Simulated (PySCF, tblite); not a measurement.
# C₅H₅NO₂Si: geometry, infrared bands and NMR shifts

What infrared bands and NMR shifts should C₅H₅NO₂Si (`c1cc2c(cn1)O[SiH2]O2`) show?

Programs: tblite 0.8.0 and PySCF 2.14.0, with density-fitted response routines of our own. Each step states its level of theory. These are calculated values for one molecule in the gas phase, unless marked as measured. Atoms count from 0, in the outputs and in this text.

## Step 1: The starting structure

14 atoms, charge 0, multiplicity 1; geometry from: force field or distance geometry start.

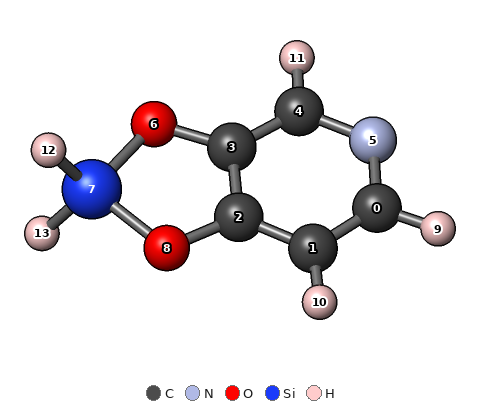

As it starts; carbon dark grey, nitrogen light blue, oxygen red, silicon blue, hydrogen pink, atoms numbered; sticks join atoms by distance.

## Step 2: Geometry optimisation with GFN2-xTB

The job: settings as JSON, then the geometry in Å.

```
{"job": {"kind": "relax", "xc": "GFN2-xTB", "basis": "xTB"}, "charge": 0, "multiplicity": 1}
C     -2.251300    -0.353400    -0.290800
C     -1.158900    -1.158400    -0.503000
C      0.069900    -0.594100    -0.200500
C      0.156600     0.735800     0.256300
C     -0.988400     1.457300     0.444100
N     -2.213500     0.935400     0.161500
O      1.450600     1.142400     0.499600
Si     2.521900    -0.128900     0.140200
O      1.292800    -1.217000    -0.331000
H     -3.267000    -0.719900    -0.487900
H     -1.247100    -2.179200    -0.856600
H     -0.975600     2.477900     0.797200
H      3.386600     0.215100    -1.000000
H      3.222800    -0.613600     1.348800
```

Run with:

```sh
> OMP_NUM_THREADS=1 python probes_run.py task.json out
```

This one command runs all jobs of the session in turn.

Output:

```text
step      E/eV     max force
  0    -711.18859    2.392
  1    -711.31987    0.963
  2    -711.35323    0.419
  3    -711.37120    0.237
  4    -711.37586    0.205
  5    -711.37951    0.155
  6    -711.38218    0.146
  7    -711.38413    0.126
  8    -711.38522    0.098
  9    -711.38655    0.127
 10    -711.38808    0.137
 11    -711.38905    0.074
 12    -711.38935    0.038
 13    -711.38943    0.028
 14    -711.38949    0.028
 15    -711.38955    0.023
 16    -711.38958    0.012
 17    -711.38959    0.007
```

Wall time 0.09 s (1 thread of Intel Xeon 6975P-C, shared host).

Step by step:

| step | energy from step 0 (eV) | largest force (eV/Å) |
| --- | --- | --- |
| 0 | 0.0000 | 2.3921 |
| 1 | -0.1313 | 0.9627 |
| 2 | -0.1646 | 0.4189 |
| 3 | -0.1826 | 0.2370 |
| 4 | -0.1873 | 0.2046 |
| 5 | -0.1909 | 0.1546 |
| 6 | -0.1936 | 0.1459 |
| 7 | -0.1955 | 0.1256 |
| 8 | -0.1966 | 0.0979 |
| 9 | -0.1980 | 0.1271 |
| 10 | -0.1995 | 0.1371 |
| 11 | -0.2005 | 0.0742 |
| 12 | -0.2008 | 0.0376 |
| 13 | -0.2008 | 0.0277 |
| 14 | -0.2009 | 0.0279 |
| 15 | -0.2010 | 0.0228 |
| 16 | -0.2010 | 0.0119 |
| 17 | -0.2010 | 0.0073 |

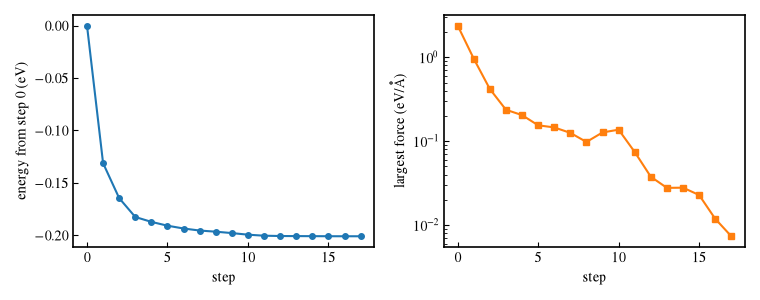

Energy and largest force along the relaxation.

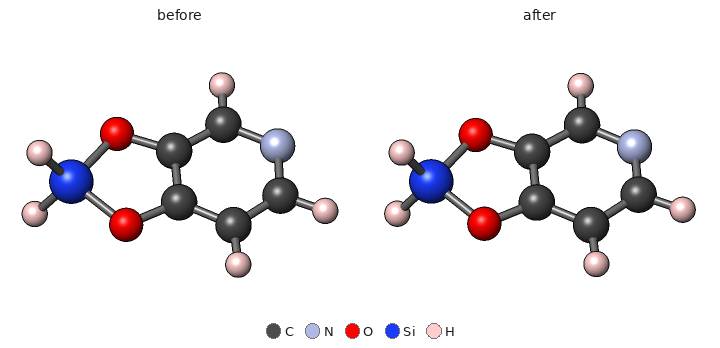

Before and after, at one scale.

Distances of close pairs at the start and the end, largest changes first:

| bond | before (Å) | after (Å) | change (Å) |
| --- | --- | --- | --- |
| C0–N5 | 1.366 | 1.317 | -0.050 |
| Si7–O8 | 1.708 | 1.662 | -0.046 |
| O6–Si7 | 1.701 | 1.657 | -0.044 |
| C4–N5 | 1.361 | 1.328 | -0.033 |
| Si7–H13 | 1.479 | 1.451 | -0.028 |
| C2–O8 | 1.379 | 1.353 | -0.026 |
| Si7–H12 | 1.472 | 1.451 | -0.021 |
| C0–C1 | 1.373 | 1.394 | +0.021 |

The end geometry stands in the next job.

## Step 3: Vibrational analysis with GFN2-xTB

The job: settings as JSON, then the geometry in Å.

```
{"job": {"kind": "ir", "xc": "GFN2-xTB", "basis": "xTB"}, "charge": 0, "multiplicity": 1}
C     -2.238216    -0.329313    -0.280846
C     -1.134037    -1.154128    -0.489745
C      0.094953    -0.602351    -0.206351
C      0.174304     0.715206     0.262206
C     -0.983438     1.441183     0.431758
N     -2.169505     0.909959     0.159009
O      1.452454     1.113194     0.494847
Si     2.495079    -0.124406     0.137679
O      1.307001    -1.191062    -0.324219
H     -3.235949    -0.693753    -0.481244
H     -1.232302    -2.164125    -0.851609
H     -0.976133     2.460040     0.789393
H      3.310062     0.223395    -1.011325
H      3.135048    -0.604310     1.348280
```

Output:

```text
mode    cm-1     km/mol
  1     132.5      3.31
  2     196.7      0.89
  3     293.5     15.31
  4     361.0      1.98
  5     407.5      1.50
  6     440.8     17.34
  7     474.4      0.07
  8     567.2      4.73
  9     572.8      6.22
 10     587.5      7.93
 11     613.8    145.06
 12     656.3     80.92
 13     706.9      4.06
 14     772.3    112.91
 15     788.3     10.08
 16     808.6    274.86
 17     823.8     29.47
 18     867.1     56.21
 19     882.0    226.37
 20     883.3      0.30
 21     902.2      1.08
 22    1064.4      0.55
 23    1134.0     60.68
 24    1180.1     21.82
 25    1228.4     68.89
 26    1251.5    129.44
 27    1334.1     29.92
 28    1410.1     75.96
 29    1462.9    275.25
 30    1562.1     76.96
 31    1580.9      7.65
 32    2364.2    394.35
 33    2393.6    130.12
 34    3074.0     19.47
 35    3086.0     14.33
 36    3111.9     15.27
```

Run time: 0.37 s. Hardware: 1 thread of Intel Xeon 6975P-C, shared host.

The strongest bands and the atoms that carry them (share of the mass-weighted mode):

| cm⁻¹ | km/mol | atoms |
| --- | --- | --- |
| 614 | 145.1 | H12 38 %, H13 38 %, Si7 16 % |
| 772 | 112.9 | O8 46 %, Si7 25 %, O6 20 % |
| 809 | 274.9 | H13 41 %, H12 41 %, Si7 11 % |
| 882 | 226.4 | O6 30 %, O8 27 %, Si7 11 % |
| 1252 | 129.4 | C1 20 %, H9 19 %, C2 13 %, C3 11 % |
| 1463 | 275.2 | C2 30 %, C3 25 %, C4 13 %, C1 13 % |
| 2364 | 394.4 | H13 48 %, H12 48 % |
| 2394 | 130.1 | H12 49 %, H13 49 % |

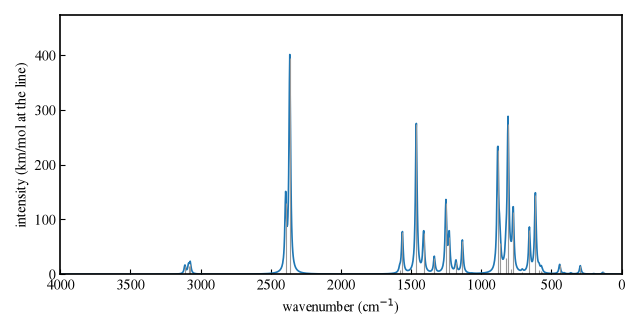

The infrared spectrum from these modes, unscaled. Lines are broadened to a width of 14 cm⁻¹ (Lorentzian).

## Step 4: Nuclear shieldings: PBE0/pcSseg-1

The job, as its differences from that of step 3:

```diff
@@ -1,2 +1,2 @@
-{"job": {"kind": "ir", "xc": "GFN2-xTB", "basis": "xTB"}, "charge": 0, "multiplicity": 1}
+{"job": {"kind": "nmr", "xc": "PBE0", "basis": "pcSseg-1"}, "charge": 0, "multiplicity": 1}
 C     -2.238216    -0.329313    -0.280846
```

With the program's defaults for keys left out, this is: GIAO PBE0/pcSseg-1 NMR shielding, non-relativistic, gas phase.

Output:

```text
coarse grid: 13392 points
cycle   1  E = -687.4664935994  dE =  2.045e+00  |g| = 8.306e-01  |ddm| = 3.900e+00
cycle   2  E = -687.3213174189  dE =  1.452e-01  |g| = 1.232e+00  |ddm| = 1.838e+00
cycle   3  E = -687.5887358942  dE = -2.674e-01  |g| = 1.050e-01  |ddm| = 1.176e+00
cycle   4  E = -687.5907956946  dE = -2.060e-03  |g| = 4.255e-02  |ddm| = 1.193e-01
cycle   5  E = -687.5911689217  dE = -3.732e-04  |g| = 1.575e-02  |ddm| = 5.530e-02
cycle   6  E = -687.5912246384  dE = -5.572e-05  |g| = 5.490e-03  |ddm| = 2.170e-02
cycle   7  E = -687.5912314691  dE = -6.831e-06  |g| = 1.236e-03  |ddm| = 5.748e-03
final grid: 128240 points
cycle   8  E = -687.6619174884  dE = -1.732e-05  |g| = 1.249e-02  |ddm| = 3.294e-02
cycle   9  E = -687.6618670438  dE =  5.044e-05  |g| = 2.041e-02  |ddm| = 2.697e-02
cycle  10  E = -687.6619459927  dE = -7.895e-05  |g| = 1.504e-03  |ddm| = 1.826e-02
cycle  11  E = -687.6619465458  dE = -5.531e-07  |g| = 4.710e-04  |ddm| = 1.981e-03
cycle  12  E = -687.6619465929  dE = -4.704e-08  |g| = 1.114e-04  |ddm| = 5.157e-04
cycle  13  E = -687.6619465956  dE = -2.697e-09  |g| = 3.722e-05  |ddm| = 1.511e-04
cycle  14  E = -687.6619465958  dE = -2.437e-10  |g| = 1.537e-05  |ddm| = 4.097e-05
converged SCF energy = -687.6619465958

GIAO shielding tensors (ppm)
atom      isotropic    diamagn.    paramagn.     s11        s22        s33       span
  0 C       38.123     250.729    -212.606    -63.093     32.760    144.703    207.796
  1 C       73.329     257.211    -183.882    -13.464     66.315    167.138    180.602
  2 C       25.939     256.490    -230.551    -52.615     14.971    115.460    168.075
  3 C       35.581     260.718    -225.137    -42.194     32.796    116.141    158.335
  4 C       47.073     249.487    -202.414    -36.702     38.658    139.263    175.965
  5 N      -74.570     331.654    -406.224   -379.119   -147.697    303.106    682.225
  6 O      237.789     396.645    -158.856    164.986    273.057    275.325    110.340
  7 Si     348.952     881.206    -532.254    320.815    360.898    365.143     44.328
  8 O      218.240     396.763    -178.523    135.389    248.193    271.140    135.751
  9 H       23.199      28.712      -5.512     19.072     23.627     26.898      7.826
 10 H       24.559      31.391      -6.833     21.366     23.871     28.439      7.074
 11 H       22.997      29.470      -6.473     18.839     22.513     27.638      8.799
 12 H       26.087      29.016      -2.929     22.366     23.648     32.247      9.881
 13 H       26.088      29.021      -2.933     22.365     23.649     32.249      9.884
```

It took 24 s on 1 thread of Intel Xeon 6975P-C, shared host; peak memory 0.82 GiB.

Shifts follow as δ = σ(reference) − σ, with reference shieldings (ppm) from runs at the same level and on the same kind of geometry: ¹H TMS 31.72, ¹³C TMS 186.9, ²⁹Si TMS 349.2, ¹⁵N NH3 267.7, ¹⁷O H2O 336.1. The references are single molecules in the gas phase, so shifts against H2O, NH3, PH3, H3PO4 or CFCl3 are not on the usual liquid scales and can be off by tens of ppm. Atoms listed in one row are averaged.

| atoms | environment | σ (ppm) | δ (ppm) | δ scaled to CDCl3 |
| --- | --- | --- | --- | --- |
| C2 | aromatic carbon bearing oxygen | 25.9 | 161.0 | 155.2 |
| C3 | aromatic carbon bearing oxygen | 35.6 | 151.3 | 145.8 |
| C0 | aromatic CH next to a ring nitrogen | 38.1 | 148.8 | 143.3 |
| C4 | aromatic CH next to a ring nitrogen | 47.1 | 139.9 | 134.6 |
| C1 | aromatic CH | 73.3 | 113.6 | 109.0 |
| H11 | hydrogen on an aromatic CH next to a ring nitrogen | 23.00 | 8.72 | 8.33 |
| H9 | hydrogen on an aromatic CH next to a ring nitrogen | 23.20 | 8.52 | 8.14 |
| H10 | hydrogen on an aromatic CH | 24.56 | 7.16 | 6.85 |
| H12, H13 | hydrogen on a silicon bonded to 2 O, in a 5-membered ring | 26.09 | 5.63 | – |
| N5 | pyridine-type ring nitrogen | -74.6 | 342.3 | – |
| O8 | oxygen bonded to C, Si, in a 5-membered ring | 218.2 | 117.8 | – |
| O6 | oxygen bonded to C, Si, in a 5-membered ring | 237.8 | 98.3 | – |
| Si7 | silicon bonded to 2 O, 2 H, in a 5-membered ring | 349.0 | 0.2 | – |

The scaled column applies a straight-line fit of computed shieldings to shifts measured in CDCl3 (root-mean-square error 0.16 ppm for H, 1.9 ppm for C).

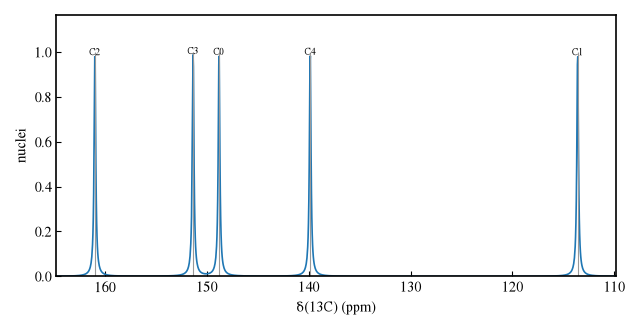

¹³C lines at the computed shifts, without couplings. Lines are broadened to a width of 0.19 ppm (Lorentzian).

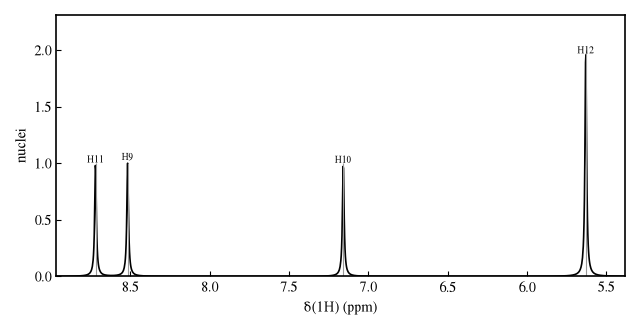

¹H lines at the computed shifts, without couplings. Lines are broadened to a width of 0.01 ppm (Lorentzian).

The run also stored atomic charges by several schemes (e):

| atoms | Mulliken | IAO | Hirshfeld | ESP fit |
| --- | --- | --- | --- | --- |
| C0 | 0.15 | -0.02 | 0.01 | 0.47 |
| C1 | -0.16 | -0.22 | -0.07 | -0.77 |
| C2 | 0.25 | 0.18 | 0.07 | 0.69 |
| C3 | 0.09 | 0.13 | 0.05 | -0.16 |
| C4 | 0.19 | -0.05 | -0.01 | 0.33 |
| N5 | -0.42 | -0.29 | -0.17 | -0.69 |
| O6 | -0.59 | -0.59 | -0.21 | -0.42 |
| Si7 | 0.97 | 1.24 | 0.51 | 0.88 |
| O8 | -0.59 | -0.59 | -0.21 | -0.52 |

IAO charges:

C0 -0.02; C1 -0.22; C2 0.18; C3 0.13; C4 -0.05; N5 -0.29; O6 -0.59; Si7 1.24; O8 -0.59; H9 0.16; H10 0.17; H11 0.17; H12 -0.14; H13 -0.14

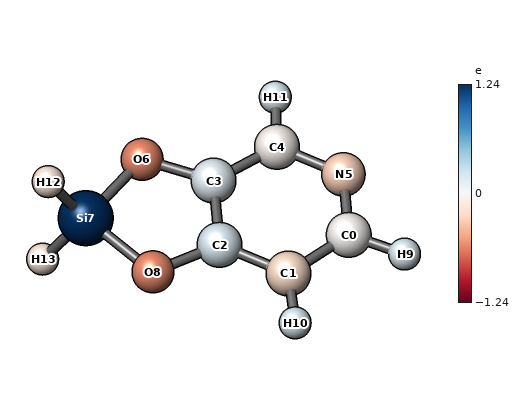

IAO charges, as colours on the atoms.

Mayer bond orders: C0–C1 1.36, C1–C2 1.44, C2–C3 1.31, C3–C4 1.39, C4–N5 1.45, C3–O6 0.89, O6–Si7 0.97, Si7–O8 0.94, N5–C0 1.51, O8–C2 0.94.

Ring of atoms C0, C1, C2, C3, C4, N5: NICS(0) -9.4, NICS(1) -10.8, NICS(1)zz -25.9 ppm (means of both faces).

Ring of atoms C2, C3, O6, Si7, O8: NICS(0) -3.8, NICS(1) -2.0, NICS(1)zz -2.7 ppm (means of both faces).

Orbitals, density, ELF and potential are computed afterwards from the orbital file.

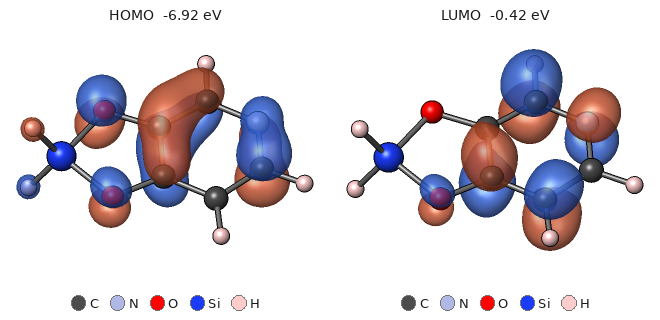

Frontier orbitals at PBE0/pcSseg-1; each surface holds 70 % of the orbital's density, blue and red mark the sign.

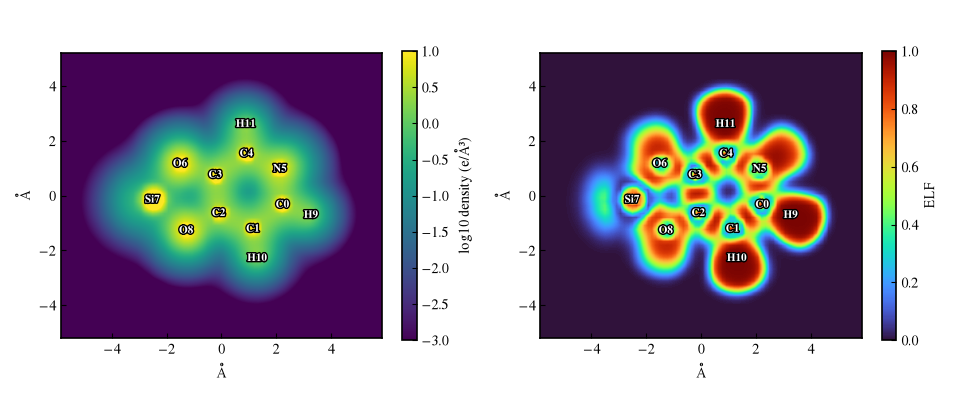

Density (left) and ELF (right) in a plane through or near 12 of the atoms.

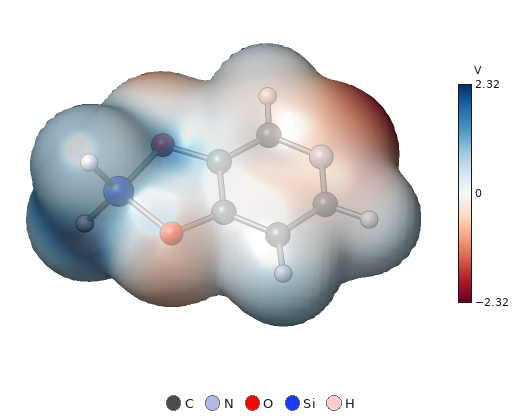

The potential that a unit positive charge feels on the 0.002 e/bohr³ surface, from -1.78 V near N5 to 2.32 V near Si7.

## Step 5: Results

| quantity | value |
| --- | --- |
| strongest single infrared mode (GFN2-xTB) | 2364 cm⁻¹, 394 km/mol |
| zero-point energy (GFN2-xTB) | 57.1 kcal/mol |
| ¹³C shifts against TMS (PBE0/pcSseg-1) | 161.0, 151.3, 148.8, 139.9, 113.6 ppm |
| ¹H shifts against TMS (PBE0/pcSseg-1, means over atoms taken as alike) | 8.72, 8.52, 7.16, 5.63 ppm |
| ¹⁵N shifts against NH3 (PBE0/pcSseg-1) | 342.3 ppm |
| ¹⁷O shifts against H2O (PBE0/pcSseg-1) | 117.8, 98.3 ppm |
| ²⁹Si shifts against TMS (PBE0/pcSseg-1) | 0.2 ppm |
| surface potential, least and greatest | -1.78 V and 2.32 V |

In words: Relaxing lowered the energy by 0.201 eV in 17 steps; the close pair that moved most is C0–N5, from 1.366 to 1.317 Å. No mode is imaginary among the 36: a minimum at this level. The strongest single mode, at 2364 cm⁻¹, moves mainly H13 and H12. Unscaled tight-binding wavenumbers are off by several per cent, some by more. Its intensities can rank the bands wrongly. At PBE0/pcSseg-1: The largest span, 682 ppm, is at N5, where the paramagnetic term is -406 ppm. NICS(1)zz of -26 ppm above the planar ring from C0 marks a diatropic (aromatic) ring current. At PBE0/pcSseg-1, counted by nearest atom on the grid, the HOMO lies on C3 22 %; O6 17 %, the LUMO on C2, C4 about 21 % each; C1 17 %.
